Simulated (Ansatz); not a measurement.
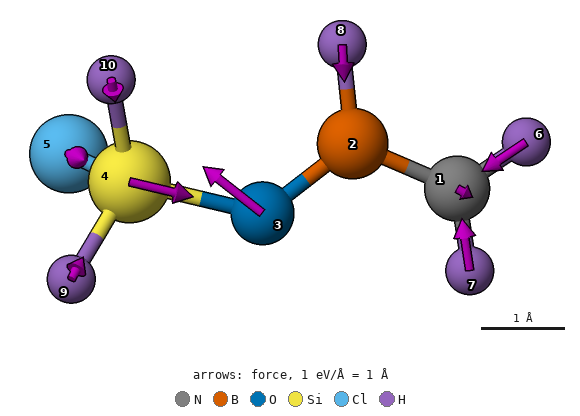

Starting geometry of BSiNH5OCl with the computed forces as purple arrows. The picture is a ball-and-stick view, seen face on.

The start comes from PBE-D4/def2-SVP.

These are results of RKS PBE0-D4/def2-TZVP (Ansatz), not measurements.

Input file:
```yaml
crystal:
  periodic: [false, false, false]
  atoms:
    - {symbol: N, position_ang: [-0.694434, 1.386041, 1.534123]}
    - {symbol: B, position_ang: [-0.277471, 0.216718, 0.882080]}
    - {symbol: O, position_ang: [0.313188, 0.319838, -0.372288]}
    - {symbol: Si, position_ang: [0.752970, -0.895379, -1.428743]}
    - {symbol: Cl, position_ang: [-0.884395, -1.465080, -2.576437]}
    - {symbol: H, position_ang: [-1.125206, 1.377128, 2.456443]}
    - {symbol: H, position_ang: [-0.598669, 2.313202, 1.117299]}
    - {symbol: H, position_ang: [-0.429182, -0.868643, 1.423099]}
    - {symbol: H, position_ang: [1.788990, -0.329589, -2.345098]}
    - {symbol: H, position_ang: [1.237310, -2.105338, -0.687576]}
basis:
  gaussian: {orbitals: def2-TZVP}
hamiltonian: {xc: pbe0, dispersion: d4}
relax: {f_tol: 0.005, max_steps: 150}
```

Command:
```bash
ansatz run in.yaml --threads 4 --pin off --events-out ev --progress --plain --max-ram 10444MiB
```

### Is this structure relaxed? If not, where do the atoms go?

It isn't relaxed: the largest force vector, on O3, is 0.94 eV/Å. The final displacements follow the starting forces only in part (cosine between the two patterns 0.59). Over 9 accepted moves (11 points after the start) the energy falls by 1.43 kcal/mol. Largest force component: 0.89 eV/Å at the start, 0.0005 eV/Å at the end. The line search rejected the trial steps at points 6, 10 of the run. The largest move after the best rigid fit is that of H9, 0.050 Å. By element the largest moves are H 0.050 Å, Cl 0.042 Å, O 0.039 Å, Si 0.026 Å, N 0.023 Å, B 0.020 Å. Near-neighbour distances that change, for instance: O3–Si4 1.669 → 1.628 Å, Si4–Cl5 2.079 → 2.052 Å, B2–H8 1.222 → 1.201 Å, Si4–H10 1.499 → 1.480 Å.
